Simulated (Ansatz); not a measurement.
Input file:

```
crystal:
  lattice:
    - [6.3001125685, 0.0, 0.0]
    - [0.0, 6.3001125685, 0.0]
    - [0.0, 0.0, 6.3001125685]
  atoms:
    - { symbol: Sb, position: [0.0, 0.0, 0.0] }
    - { symbol: Ga, position: [0.7538571315, 0.7538571315, 0.7538571315] }
    - { symbol: Bi, position: [0.5, 0.5, 0.0] }
    - { symbol: Ga, position: [0.2461428685, 0.2461428685, 0.7538571315] }
    - { symbol: Bi, position: [0.5, 0.0, 0.5] }
    - { symbol: Ga, position: [0.2461428685, 0.7538571315, 0.2461428685] }
    - { symbol: Bi, position: [0.0, 0.5, 0.5] }
    - { symbol: Ga, position: [0.7538571315, 0.2461428685, 0.2461428685] }
kpoints:
  mp_grid: { grid: [4, 4, 4] }
  band_path:
    path:
      - [[0.0, 0.0, 0.0], [8.302219796468e-51, 0.5, -7.897188023255e-34], [0.5, 0.5, -4.438980099438e-34], [0.0, 0.0, 0.0], [0.5, 0.5, 0.5], [8.302219796468e-51, 0.5, -7.897188023255e-34]]
      - [[0.5, 0.5, 0.5], [0.5, 0.5, -4.438980099438e-34]]
    npoints: 10
hamiltonian:
  xc: pbe
scf:
  occupations: { method: fermi_dirac, width: 0.02 }
  n_extra_bands: 6
output:
  forces: true
  stress: true
  eigenvalues: true
  write_density: true
  write_potential: true
  elf: true
  volumetric_format: npy
```

Launched as:

```sh
ansatz run input.yaml --threads 2 --pin off --max-ram 29491MiB --backend cpu --events-out ev --progress --plain --runs-dir out
```

Below, planes, directions and counts refer to the conventional cell (a = 6.30 Å, b = 6.30 Å, c = 6.30 Å, α = 90.00°, β = 90.00°, γ = 90.00°).

Space group P-43m; started from the ordered alloy on zincblende lattice prototype, which need not be the ambient phase.

Level of theory: DFT, PBE, plane waves, PAW in Ansatz 0.2.0.

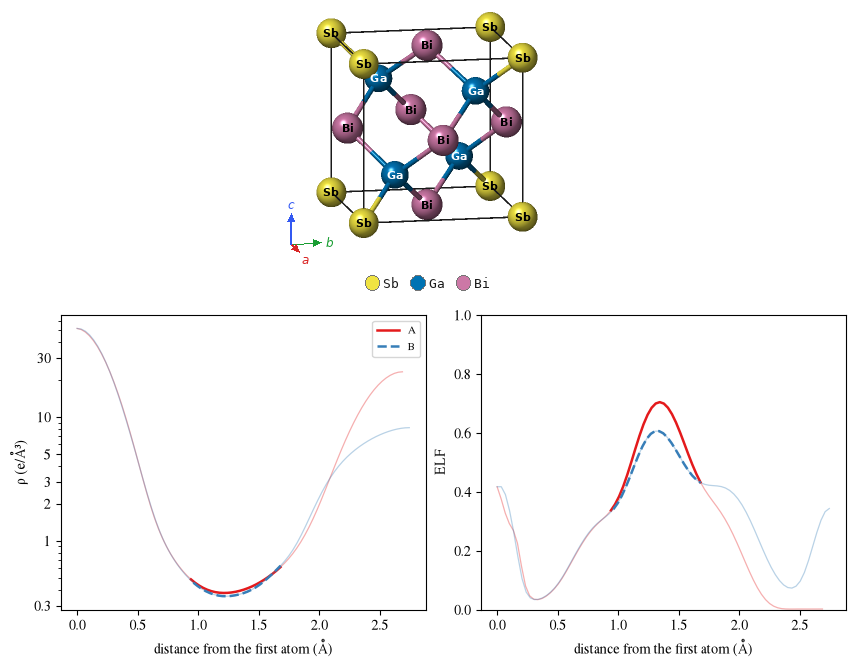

Ga4Bi3Sb. Valence pseudo-density and ELF along straight lines between neighbouring atoms. Thin, pale parts lie inside the atomic spheres. The structure is drawn too.

The density is the valence pseudo-density of a PAW calculation; it isn't the true density close to the nuclei.

**Which curve belongs to which contact (Ga–Bi and Ga–Sb)? The first atom named is at distance zero.**

Curve A: Ga–Sb (2.69 Å): ρ is about 0.39 e/Å³ halfway; the ELF peaks at about 0.70 between the atoms. Curve B: Ga–Bi (2.74 Å): the density is about 0.38 e/Å³ at the midpoint; the ELF peaks at about 0.60 between the atoms.
